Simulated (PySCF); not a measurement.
| atom | x (Å) | y (Å) | z (Å) |
| --- | --- | --- | --- |
| B | -2.8749 | -0.8612 | 0.9729 |
| P | -1.8470 | -0.4786 | -0.5976 |
| C | -1.1489 | 1.1754 | -0.7153 |
| C | 0.1667 | 1.4133 | -0.6855 |
| C | 1.2633 | 0.3892 | -0.5927 |
| C | 1.9160 | 0.4825 | 0.7704 |
| C | 3.1867 | 0.8241 | 0.9809 |
| C | 0.8498 | -1.0336 | -0.8459 |
| C | -0.3998 | -1.5075 | -0.8858 |
| H | -2.0824 | -0.6913 | 1.8883 |
| H | -3.7906 | -0.0506 | 0.9376 |
| H | -3.2320 | -2.0215 | 0.8226 |
| H | -2.5860 | -0.6105 | -1.8052 |
| H | -1.8590 | 2.0077 | -0.7394 |
| H | 0.5139 | 2.4527 | -0.6888 |
| H | 2.0355 | 0.6538 | -1.3383 |
| H | 1.2574 | 0.2435 | 1.6140 |
| H | 3.5991 | 0.8741 | 1.9917 |
| H | 3.8611 | 1.0660 | 0.1528 |
| H | 1.6826 | -1.7352 | -0.9673 |
| H | -0.5792 | -2.5764 | -1.0368 |

Geometry: PBE0-D3(BJ)/def2-SVP.

Computed with PBE0/pcSseg-1, SCF density, gas phase, non-relativistic in PySCF 2.14.0.

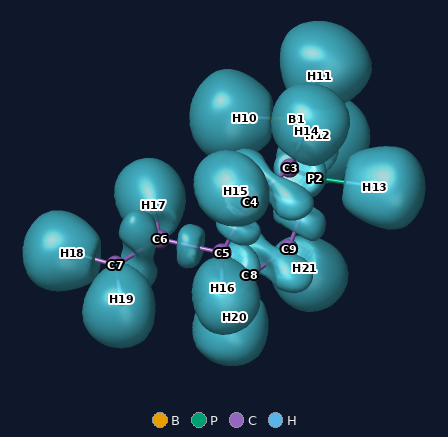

C7H12BP. Isosurface of the electron localisation function at 0.75 (cyan), seen at an oblique angle. Core shells and regions of very low density are left out.

Q: Where are the electrons localised?

A: The surface consists of one region between bonded B–P atoms (shared pairs), six regions between bonded C–C atoms (shared pairs), two regions between bonded C–P atoms (shared pairs) and twelve regions around hydrogen nuclei.

Values along the shortest contacts:
C–C (1.33 Å): the ELF peaks at about 0.95 between the atoms: a short, multiple covalent bond. C–P (1.80 Å): the ELF peaks at about 0.95 between the atoms: a shared electron pair.
